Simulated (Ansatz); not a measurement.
One stationary structure of AlN. All values below come from r2SCAN (plane waves to 500 eV, PAW, scalar-relativistic; Ansatz, an electronic-structure program).

P6₃/mmc (No. 194), hP4, NiAs type; a = 2.8328 Å, b = 2.8328 Å, c = 4.8410 Å, α = 90.00°, β = 90.00°, γ = 120.00°.

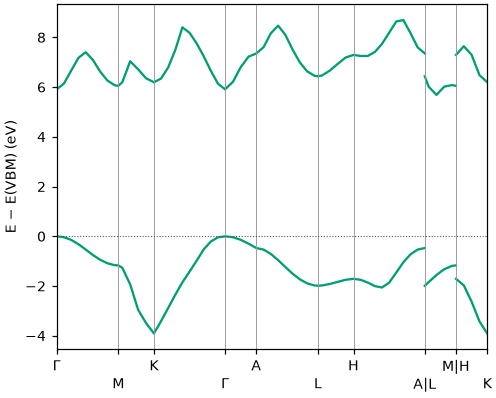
*Highest filled and lowest empty band along the path of this cell's Brillouin zone*

### Question
Read off the gap and say whether it is direct.

### Answer
5.69 eV, indirect (valence top at Γ, conduction bottom at 38 % of the way from L to M) (no spin-orbit coupling).

### Question
How far does the top valence band disperse along this path?

### Answer
About 3.9 eV.

No spin polarisation in the result.

The run could not lose the symmetry of its start; a randomly shaken copy of 8 atoms returns to this structure.

All atoms sit on sites fixed by symmetry, so only the cell could relax.

The first start was generated by placing the elements on the sites of a structure type. Materials Project lists a structure of AlN in the same space group, P6₃/mmc (No. 194); the sites were not compared with it, nor with measured phases. Known forms of AlN include space group No. 186, 216.
